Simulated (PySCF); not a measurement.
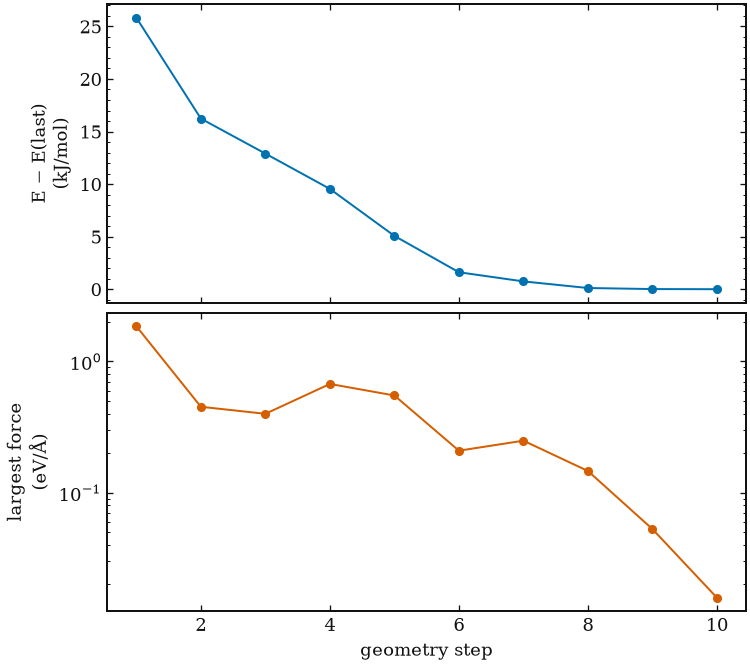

History of a geometry optimisation.

- system: C4H6O (SMILES O=CC1CC1)
- method: PBE0-D3(BJ)/def2-SVP, geometry optimisation (PySCF)

Q: How did the optimisation end?

A: The optimisation met its thresholds at geometry 10, counting the start as the first. The energy fell by about 26 kJ/mol from the first step to the last. The largest force goes from about 1.9 eV/Å at the start to 0.016 eV/Å at the end.

Q: By which step was nine tenths of the energy gained?

A: By step 6 of 10.
